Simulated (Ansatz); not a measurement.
# As₂H₂ (triplet): wB97M-V, B2PLYP, RPA-PBE over vertical spin and charge gaps and displaced geometries, cc-pVDZ, part 2 of 2

Ansatz 0.2.0, Gaussian basis; cc-pVDZ, all electrons in the functionals, frozen cores in the correlation of double hybrids and RPA. Earlier steps stand in the parts before.

## Step 12: B2PLYP, charge 1, doublet

Input file in.yaml:

```yaml
crystal:
  periodic: [false, false, false]
  atoms:
    - {symbol: As, position_ang: [0.014278, -0.034459, 1.204926]}
    - {symbol: As, position_ang: [0.014281, 0.034458, -1.204926]}
    - {symbol: H, position_ang: [-1.061382, 1.049446, 1.305639]}
    - {symbol: H, position_ang: [-1.061448, -1.049378, -1.305639]}
basis:
  gaussian: {orbitals: cc-pVDZ}
total_charge: 1
magnetization: {spin_polarized: true, initial_magnetization: 1}
hamiltonian: {xc: {name: B2PLYP}}
correlation: {electrons: outside_noble_gas}
```

On the command line:

```
$ ansatz run in.yaml --threads 1 --pin off --events-out ev --progress --plain --max-ram 2393MiB
```

What it wrote (excerpt; [...] marks lines left out):

```text
Functional definition: B2PLYP
  name "B2PLYP"
  cite "Grimme, J. Chem. Phys. 124, 034108 (2006) doi:10.1063/1.2148954"
  cite "Becke, Phys. Rev. A 38, 3098 (1988) doi:10.1103/PhysRevA.38.3098"
  cite "Lee, Yang & Parr, Phys. Rev. B 37, 785 (1988) doi:10.1103/PhysRevB.37.785"
[...]
746 factors; integrals over basis functions are off by at most 1.1e-3 eV
[...]
mean field -121679.15104954 eV, -4471.6263239796 hartree, gradient 2.4e-6 eV, S^2 1.015399; 8 other end points of the search recorded, 0 dependent functions left out
28 core orbitals not correlated: weight in the atoms' cores, before any rotation towards them, 1.000 or more for the frozen orbitals, at most 0.000 for the correlated occupied ones
reference -121679.15117074 eV, -4471.6263284336 hartree; 6, 5 occupied and 30, 31 virtual orbitals, 746 factors
second order -5.98706877 eV of doubles, -0.00000000 eV of singles
Total energy: -121680.76767930 eV, -4471.6857340278 hartree
```

It took 14 s on 1 thread of Intel Xeon Platinum 8488C, shared host.

From the report: ⟨S²⟩ of the determinant 1.015 (pure doublet: 0.75).

From charge 0, triplet: +832.0 kJ/mol.

## Step 13: B2PLYP, charge 1, quartet

in.yaml: that of step 12 with these lines changed.

```diff
@@ -10,3 +10,3 @@
 total_charge: 1
-magnetization: {spin_polarized: true, initial_magnetization: 1}
+magnetization: {spin_polarized: true, initial_magnetization: 3}
 hamiltonian: {xc: {name: B2PLYP}}
```

Launched as before.

What it wrote (excerpt; [...] marks lines left out):

```text
Functional definition: B2PLYP
  name "B2PLYP"
  cite "Grimme, J. Chem. Phys. 124, 034108 (2006) doi:10.1063/1.2148954"
  cite "Becke, Phys. Rev. A 38, 3098 (1988) doi:10.1103/PhysRevA.38.3098"
  cite "Lee, Yang & Parr, Phys. Rev. B 37, 785 (1988) doi:10.1103/PhysRevB.37.785"
[...]
746 factors; integrals over basis functions are off by at most 1.1e-3 eV
[...]
mean field -121678.61560972 eV, -4471.6066469293 hartree, gradient 9.7e-6 eV, S^2 3.768540; 0 other end points of the search recorded, 0 dependent functions left out
28 core orbitals not correlated: weight in the atoms' cores, before any rotation towards them, 1.000 or more for the frozen orbitals, at most 0.000 for the correlated occupied ones
reference -121678.61573212 eV, -4471.6066514275 hartree; 7, 4 occupied and 29, 32 virtual orbitals, 746 factors
second order -5.42863972 eV of doubles, -0.00000000 eV of singles
Total energy: -121680.08146485 eV, -4471.6605161116 hartree
```

It took 2.8 s on 1 thread of Intel Xeon Platinum 8488C, shared host.

From the report: ⟨S²⟩ of the determinant 3.769 (pure quartet: 3.75).

From charge 0, triplet: +898.2 kJ/mol.

## Step 14: B2PLYP, displaced geometry v1

Input file in.yaml:

```yaml
crystal:
  periodic: [false, false, false]
  atoms:
    - {symbol: As, position_ang: [0.014746, -0.026651, 1.210944]}
    - {symbol: As, position_ang: [0.013915, 0.026124, -1.210061]}
    - {symbol: H, position_ang: [-1.013784, 1.100421, 1.257891]}
    - {symbol: H, position_ang: [-1.116626, -1.061218, -1.323584]}
basis:
  gaussian: {orbitals: cc-pVDZ}
magnetization: {spin_polarized: true, initial_magnetization: 2}
hamiltonian: {xc: {name: B2PLYP}}
correlation: {electrons: outside_noble_gas}
```

The command is unchanged.

What it wrote (excerpt; [...] marks lines left out):

```text
Functional definition: B2PLYP
  name "B2PLYP"
  cite "Grimme, J. Chem. Phys. 124, 034108 (2006) doi:10.1063/1.2148954"
  cite "Becke, Phys. Rev. A 38, 3098 (1988) doi:10.1103/PhysRevA.38.3098"
  cite "Lee, Yang & Parr, Phys. Rev. B 37, 785 (1988) doi:10.1103/PhysRevB.37.785"
[...]
746 factors; integrals over basis functions are off by at most 1.1e-3 eV
[...]
mean field -121687.70482247 eV, -4471.9406693369 hartree, gradient 4.2e-6 eV, S^2 2.008889; 0 other end points of the search recorded, 0 dependent functions left out
28 core orbitals not correlated: weight in the atoms' cores, before any rotation towards them, 1.000 or more for the frozen orbitals, at most 0.000 for the correlated occupied ones
reference -121687.70494141 eV, -4471.9406737081 hartree; 7, 5 occupied and 29, 31 virtual orbitals, 746 factors
second order -6.20275937 eV of doubles, -0.00000000 eV of singles
Total energy: -121689.37968644 eV, -4472.0022194527 hartree
```

Run time: 2.8 s. Hardware: 1 thread of Intel Xeon Platinum 8488C, shared host.

From the report: ⟨S²⟩ of the determinant 2.009 (pure triplet: 2.00).

From charge 0, triplet: +1.1 kJ/mol.

## Step 15: B2PLYP, displaced geometry v2

Input file in.yaml:

```yaml
crystal:
  periodic: [false, false, false]
  atoms:
    - {symbol: As, position_ang: [0.096241, -0.037904, 1.199040]}
    - {symbol: As, position_ang: [-0.068630, 0.039387, -1.199218]}
    - {symbol: H, position_ang: [-1.067673, 1.021950, 1.303166]}
    - {symbol: H, position_ang: [-0.984631, -1.132144, -1.289898]}
basis:
  gaussian: {orbitals: cc-pVDZ}
magnetization: {spin_polarized: true, initial_magnetization: 2}
hamiltonian: {xc: {name: B2PLYP}}
correlation: {electrons: outside_noble_gas}
```

Launched as before.

What it wrote (excerpt; [...] marks lines left out):

```text
Functional definition: B2PLYP
  name "B2PLYP"
  cite "Grimme, J. Chem. Phys. 124, 034108 (2006) doi:10.1063/1.2148954"
  cite "Becke, Phys. Rev. A 38, 3098 (1988) doi:10.1103/PhysRevA.38.3098"
  cite "Lee, Yang & Parr, Phys. Rev. B 37, 785 (1988) doi:10.1103/PhysRevB.37.785"
[...]
746 factors; integrals over basis functions are off by at most 1.0e-3 eV
[...]
mean field -121687.67524836 eV, -4471.9395825085 hartree, gradient 4.2e-6 eV, S^2 2.008887; 0 other end points of the search recorded, 0 dependent functions left out
28 core orbitals not correlated: weight in the atoms' cores, before any rotation towards them, 1.000 or more for the frozen orbitals, at most 0.000 for the correlated occupied ones
reference -121687.67536649 eV, -4471.9395868497 hartree; 7, 5 occupied and 29, 31 virtual orbitals, 746 factors
second order -6.19484243 eV of doubles, -0.00000000 eV of singles
Total energy: -121689.34797394 eV, -4472.0010540399 hartree
```

It took 3 s on 1 thread of Intel Xeon Platinum 8488C, shared host.

From the report: ⟨S²⟩ of the determinant 2.009 (pure triplet: 2.00).

From charge 0, triplet: +4.1 kJ/mol.

## Step 16: RPA-PBE, charge 0, triplet

Input file in.yaml:

```yaml
crystal:
  periodic: [false, false, false]
  atoms:
    - {symbol: As, position_ang: [0.014278, -0.034459, 1.204926]}
    - {symbol: As, position_ang: [0.014281, 0.034458, -1.204926]}
    - {symbol: H, position_ang: [-1.061382, 1.049446, 1.305639]}
    - {symbol: H, position_ang: [-1.061448, -1.049378, -1.305639]}
basis:
  gaussian: {orbitals: cc-pVDZ}
magnetization: {spin_polarized: true, initial_magnetization: 2}
hamiltonian: {xc: {name: PBE}}
correlation: {method: rpa, electrons: outside_noble_gas}
```

Same command.

What it wrote (excerpt; [...] marks lines left out):

```text
Functional definition: PBE
  name "PBE"
  cite "Perdew, Burke & Ernzerhof, Phys. Rev. Lett. 77, 3865 (1996) doi:10.1103/PhysRevLett.77.3865"
  parent pbe
[...]
746 factors; integrals over basis functions are off by at most 1.1e-3 eV
[...]
mean field -121694.06224212 eV, -4472.1743001998 hartree, gradient 7.6e-6 eV, S^2 2.003331; 0 other end points of the search recorded, 0 dependent functions left out
28 core orbitals not correlated: weight in the atoms' cores, before any rotation towards them, 0.999 or more for the frozen orbitals, at most 0.000 for the correlated occupied ones
reference -121620.01190450 eV, -4469.4530004854 hartree; 7, 5 occupied and 29, 31 virtual orbitals, 746 factors
Total energy: -121629.58361960 eV, -4469.8047545275 hartree
```

Run time: 2 s. Hardware: 1 thread of Intel Xeon Platinum 8488C, shared host.

From the report: ⟨S²⟩ of the determinant 2.003 (pure triplet: 2.00).

## Step 17: RPA-PBE, charge 0, singlet

in.yaml: that of step 16 with these lines changed.

```diff
@@ -9,3 +9,3 @@
   gaussian: {orbitals: cc-pVDZ}
-magnetization: {spin_polarized: true, initial_magnetization: 2}
+magnetization: {spin_polarized: true, initial_magnetization: 0}
 hamiltonian: {xc: {name: PBE}}
```

Launched as before.

What it wrote (excerpt; [...] marks lines left out):

```text
Functional definition: PBE
  name "PBE"
  cite "Perdew, Burke & Ernzerhof, Phys. Rev. Lett. 77, 3865 (1996) doi:10.1103/PhysRevLett.77.3865"
  parent pbe
[...]
746 factors; integrals over basis functions are off by at most 1.1e-3 eV
[...]
mean field -121694.04787796 eV, -4472.1737723268 hartree, gradient 1.7e-6 eV, S^2 1.008906; 13 other end points of the search recorded, 0 dependent functions left out
28 core orbitals not correlated: weight in the atoms' cores, before any rotation towards them, 0.999 or more for the frozen orbitals, at most 0.000 for the correlated occupied ones
reference -121620.02435364 eV, -4469.4534579831 hartree; 6, 6 occupied and 30, 30 virtual orbitals, 746 factors
Total energy: -121629.57404308 eV, -4469.8044025970 hartree
```

It took 12 s on 1 thread of Intel Xeon Platinum 8488C, shared host.

From the report: ⟨S²⟩ of the determinant 1.009 (pure singlet: 0.00). The determinant of RPA-PBE (⟨S²⟩ 1.01) is far from a pure spin state, so its energy mixes those of several spin states; that is harmless only where they are near-degenerate.

From charge 0, triplet: +0.9 kJ/mol.

## Step 18: RPA-PBE, charge 0, quintet

in.yaml: that of step 17 with these lines changed.

```diff
@@ -9,3 +9,3 @@
   gaussian: {orbitals: cc-pVDZ}
-magnetization: {spin_polarized: true, initial_magnetization: 0}
+magnetization: {spin_polarized: true, initial_magnetization: 4}
 hamiltonian: {xc: {name: PBE}}
```

Same command.

What it wrote (excerpt; [...] marks lines left out):

```text
Functional definition: PBE
  name "PBE"
  cite "Perdew, Burke & Ernzerhof, Phys. Rev. Lett. 77, 3865 (1996) doi:10.1103/PhysRevLett.77.3865"
  parent pbe
[...]
746 factors; integrals over basis functions are off by at most 1.1e-3 eV
[...]
mean field -121689.57587359 eV, -4472.0094291974 hartree, gradient 1.3e-6 eV, S^2 6.005150; 2 other end points of the search recorded, 0 dependent functions left out
28 core orbitals not correlated: weight in the atoms' cores, before any rotation towards them, 0.999 or more for the frozen orbitals, at most 0.000 for the correlated occupied ones
reference -121616.11436343 eV, -4469.3097684929 hartree; 8, 4 occupied and 28, 32 virtual orbitals, 746 factors
Total energy: -121625.12710661 eV, -4469.6409806957 hartree
```

Run time: 2.9 s. Hardware: 1 thread of Intel Xeon Platinum 8488C, shared host.

From the report: ⟨S²⟩ of the determinant 6.005 (pure quintet: 6.00).

From charge 0, triplet: +430.0 kJ/mol.

## Step 19: RPA-PBE, charge 1, doublet

in.yaml: that of step 18 with these lines changed.

```diff
@@ -9,3 +9,4 @@
   gaussian: {orbitals: cc-pVDZ}
-magnetization: {spin_polarized: true, initial_magnetization: 4}
+total_charge: 1
+magnetization: {spin_polarized: true, initial_magnetization: 1}
 hamiltonian: {xc: {name: PBE}}
```

The command is unchanged.

What it wrote (excerpt; [...] marks lines left out):

```text
Functional definition: PBE
  name "PBE"
  cite "Perdew, Burke & Ernzerhof, Phys. Rev. Lett. 77, 3865 (1996) doi:10.1103/PhysRevLett.77.3865"
  parent pbe
[...]
746 factors; integrals over basis functions are off by at most 1.1e-3 eV
[...]
mean field -121685.57713099 eV, -4471.8624781173 hartree, gradient 8.2e-6 eV, S^2 0.791930; 7 other end points of the search recorded, 0 dependent functions left out
28 core orbitals not correlated: weight in the atoms' cores, before any rotation towards them, 0.999 or more for the frozen orbitals, at most 0.000 for the correlated occupied ones
reference -121611.18882457 eV, -4469.1287582786 hartree; 6, 5 occupied and 30, 31 virtual orbitals, 746 factors
Total energy: -121621.34856191 eV, -4469.5021217392 hartree
```

It took 7 s on 1 thread of Intel Xeon Platinum 8488C, shared host.

From the report: ⟨S²⟩ of the determinant 0.792 (pure doublet: 0.75).

From charge 0, triplet: +794.6 kJ/mol.

## Step 20: RPA-PBE, charge 1, quartet

in.yaml: that of step 19 with these lines changed.

```diff
@@ -10,3 +10,3 @@
 total_charge: 1
-magnetization: {spin_polarized: true, initial_magnetization: 1}
+magnetization: {spin_polarized: true, initial_magnetization: 3}
 hamiltonian: {xc: {name: PBE}}
```

The command is unchanged.

What it wrote (excerpt; [...] marks lines left out):

```text
Functional definition: PBE
  name "PBE"
  cite "Perdew, Burke & Ernzerhof, Phys. Rev. Lett. 77, 3865 (1996) doi:10.1103/PhysRevLett.77.3865"
  parent pbe
[...]
746 factors; integrals over basis functions are off by at most 1.1e-3 eV
[...]
mean field -121684.65757365 eV, -4471.8286850083 hartree, gradient 1.3e-6 eV, S^2 3.754980; 0 other end points of the search recorded, 0 dependent functions left out
28 core orbitals not correlated: weight in the atoms' cores, before any rotation towards them, 0.999 or more for the frozen orbitals, at most 0.000 for the correlated occupied ones
reference -121611.57462071 eV, -4469.1429360250 hartree; 7, 4 occupied and 29, 32 virtual orbitals, 746 factors
Total energy: -121620.36835250 eV, -4469.4660997080 hartree
```

Wall time 2.3 s (1 thread of Intel Xeon Platinum 8488C, shared host).

From the report: ⟨S²⟩ of the determinant 3.755 (pure quartet: 3.75).

From charge 0, triplet: +889.1 kJ/mol.

## Step 21: RPA-PBE, displaced geometry v1

Input file in.yaml:

```yaml
crystal:
  periodic: [false, false, false]
  atoms:
    - {symbol: As, position_ang: [0.014746, -0.026651, 1.210944]}
    - {symbol: As, position_ang: [0.013915, 0.026124, -1.210061]}
    - {symbol: H, position_ang: [-1.013784, 1.100421, 1.257891]}
    - {symbol: H, position_ang: [-1.116626, -1.061218, -1.323584]}
basis:
  gaussian: {orbitals: cc-pVDZ}
magnetization: {spin_polarized: true, initial_magnetization: 2}
hamiltonian: {xc: {name: PBE}}
correlation: {method: rpa, electrons: outside_noble_gas}
```

Same command.

What it wrote (excerpt; [...] marks lines left out):

```text
Functional definition: PBE
  name "PBE"
  cite "Perdew, Burke & Ernzerhof, Phys. Rev. Lett. 77, 3865 (1996) doi:10.1103/PhysRevLett.77.3865"
  parent pbe
[...]
746 factors; integrals over basis functions are off by at most 1.1e-3 eV
[...]
mean field -121694.06305463 eV, -4472.1743300591 hartree, gradient 7.6e-6 eV, S^2 2.003351; 0 other end points of the search recorded, 0 dependent functions left out
28 core orbitals not correlated: weight in the atoms' cores, before any rotation towards them, 0.999 or more for the frozen orbitals, at most 0.000 for the correlated occupied ones
reference -121619.98527150 eV, -4469.4520217408 hartree; 7, 5 occupied and 29, 31 virtual orbitals, 746 factors
Total energy: -121629.58268307 eV, -4469.8047201104 hartree
```

It took 2.1 s on 1 thread of Intel Xeon Platinum 8488C, shared host.

From the report: ⟨S²⟩ of the determinant 2.003 (pure triplet: 2.00).

From charge 0, triplet: +0.1 kJ/mol.

## Step 22: RPA-PBE, displaced geometry v2

Input file in.yaml:

```yaml
crystal:
  periodic: [false, false, false]
  atoms:
    - {symbol: As, position_ang: [0.096241, -0.037904, 1.199040]}
    - {symbol: As, position_ang: [-0.068630, 0.039387, -1.199218]}
    - {symbol: H, position_ang: [-1.067673, 1.021950, 1.303166]}
    - {symbol: H, position_ang: [-0.984631, -1.132144, -1.289898]}
basis:
  gaussian: {orbitals: cc-pVDZ}
magnetization: {spin_polarized: true, initial_magnetization: 2}
hamiltonian: {xc: {name: PBE}}
correlation: {method: rpa, electrons: outside_noble_gas}
```

The command is unchanged.

What it wrote (excerpt; [...] marks lines left out):

```text
Functional definition: PBE
  name "PBE"
  cite "Perdew, Burke & Ernzerhof, Phys. Rev. Lett. 77, 3865 (1996) doi:10.1103/PhysRevLett.77.3865"
  parent pbe
[...]
746 factors; integrals over basis functions are off by at most 1.0e-3 eV
[...]
mean field -121694.02358159 eV, -4472.1728794517 hartree, gradient 7.3e-6 eV, S^2 2.003320; 0 other end points of the search recorded, 0 dependent functions left out
28 core orbitals not correlated: weight in the atoms' cores, before any rotation towards them, 0.999 or more for the frozen orbitals, at most 0.000 for the correlated occupied ones
reference -121619.96062721 eV, -4469.4511160797 hartree; 7, 5 occupied and 29, 31 virtual orbitals, 746 factors
Total energy: -121629.53970674 eV, -4469.8031407596 hartree
```

Wall time 2.2 s (1 thread of Intel Xeon Platinum 8488C, shared host).

From the report: ⟨S²⟩ of the determinant 2.003 (pure triplet: 2.00).

From charge 0, triplet: +4.2 kJ/mol.

## Step 23: The comparison

The yardstick is UCCSDT(Q), where the cluster series has nearly closed. It comes from earlier runs at the same points. Energies in kJ/mol, counted from charge 0, triplet; blanks weren't run or aren't comparable.

```tsv
level	triplet to singlet	triplet to quintet	ionisation to the doublet cation	ionisation to the quartet cation	displacement v1	displacement v2
UCCSDT(Q)		421.5		874.8	0.6	4.2
wB97M-V	1.3	437.0	840.6	906.5	1.6	3.9
B2PLYP	1.1	437.3	832.0	898.2	1.1	4.1
RPA-PBE	0.9	430.0	794.6	889.1	0.1	4.2
```

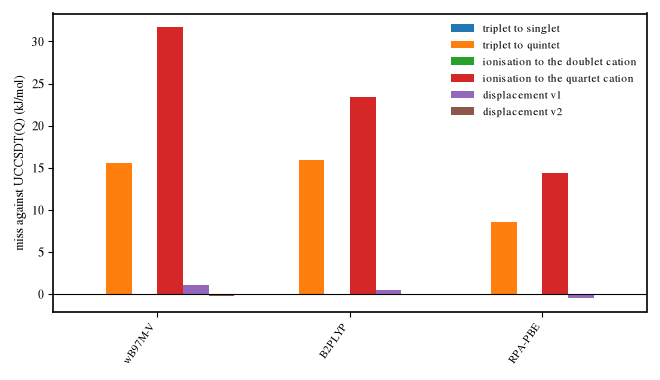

Misses of the gaps against UCCSDT(Q).

Largest miss and mean time a point (UCCSDT(Q) took 44 s a point; shared hosts):

```tsv
level	largest miss (kJ/mol)	where	time a point
wB97M-V	+31.7	ionisation to the quartet cation	18 s
B2PLYP	+23.4	ionisation to the quartet cation	5.1 s
RPA-PBE	+14.4	ionisation to the quartet cation	4.3 s
```

## Step 24: Results

The summary covers parts 1 to 2.

| quantity | value |
| --- | --- |
| triplet to quintet, UCCSDT(Q) | 421.5 kJ/mol |
| ionisation to the quartet cation, UCCSDT(Q) | 874.8 kJ/mol |
| displacement v1, UCCSDT(Q) | 0.6 kJ/mol |
| displacement v2, UCCSDT(Q) | 4.2 kJ/mol |
| largest miss, wB97M-V | +31.7 kJ/mol (ionisation to the quartet cation) |
| largest miss, B2PLYP | +23.4 kJ/mol (ionisation to the quartet cation) |
| largest miss, RPA-PBE | +14.4 kJ/mol (ionisation to the quartet cation) |

What this shows: Misses are known at 4 of 6 points at best, and only functionals with that many are ranked. Of the functionals, RPA-PBE keep the smallest largest miss at the points compared (at most 14.4 kJ/mol) and wB97M-V strays most (31.7 kJ/mol, at ionisation to the quartet cation). wB97M-V, B2PLYP, RPA-PBE clearly break the spin symmetry at some points (⟨S²⟩ up to 1.02 above the pure value), so energy there is bought with a mixed spin. Functionals and the yardstick converge differently with the basis, so part of each miss in cc-pVDZ is the basis.
